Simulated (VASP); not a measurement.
Given:

```xyz
3
Lattice="0.0000 2.6377 2.6377 2.6377 0.0000 2.6377 2.6377 2.6377 0.0000" Properties=species:S:1:pos:R:3 pbc="T T T"
Co     0.0000     0.0000     0.0000
Si     1.3188     1.3188     1.3188
Si     3.9565     3.9565     3.9565
```

Method: LDA (Ceperley-Alder, Perdew-Zunger), VASP's LDA PAW potentials (set 64) (plane waves; VASP). Numerical set-up: 400 eV cut-off, 11×11×11 Γ-centred mesh, tetrahedra with Blöchl corrections, potentials Co Si.

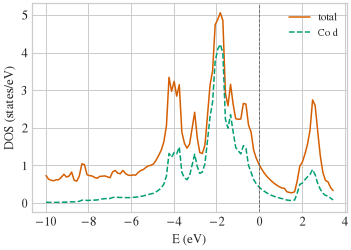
*Total and projected density of states, zero at the Fermi level*

Within 2 eV below the Fermi level the largest weight inside VASP's projection spheres is Co d.

It has no gap at this level: it comes out as a metal or semimetal.

The compound is CoSi2 in the fluorite structure. It was relaxed first. The run is not spin-polarised, so no magnetic state was tried. The electron count is odd and the run is not spin-polarised, which forces a metal.
